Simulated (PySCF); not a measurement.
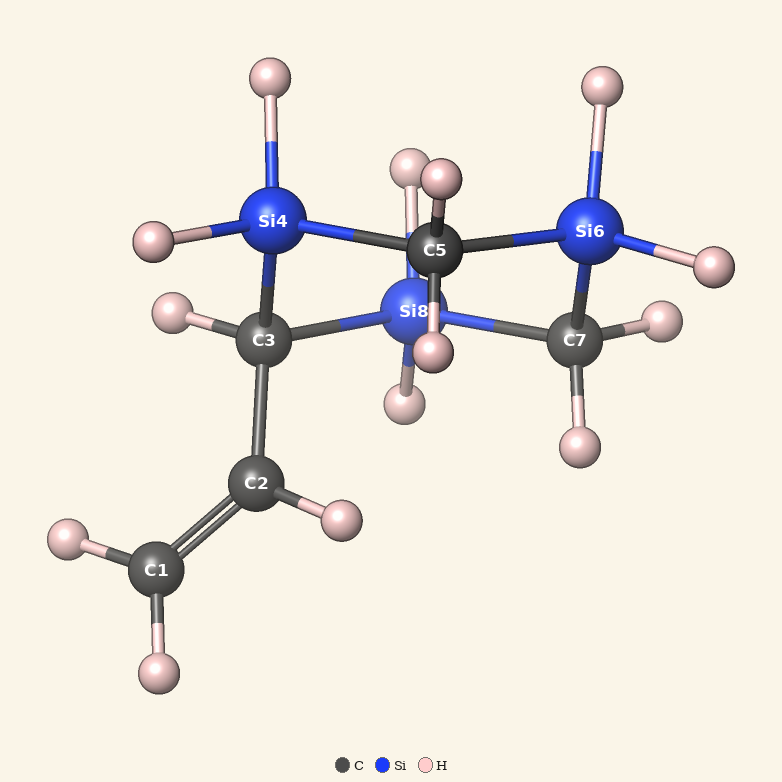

Atoms fade into the background with distance from the viewer. Computed geometry: PBE0-D3(BJ)/def2-SVP optimisation. No frequency run is at hand to confirm it as a minimum.

**What is the conformation of the ring C3–Si4–C5–Si6–C7–Si8?**

It is a chair (Cremer–Pople θ = 5°, folded into 0 to 90°). The Cremer–Pople amplitude Q is 0.72 Å.

**Give the torsion angles round the ring, beginning with the bond from its second to its third atom.**

57°, −53°, 53°, −57°, 59°, −59°.

**Are the substituents other than hydrogen axial or equatorial?**

C2 on C3 is axial.
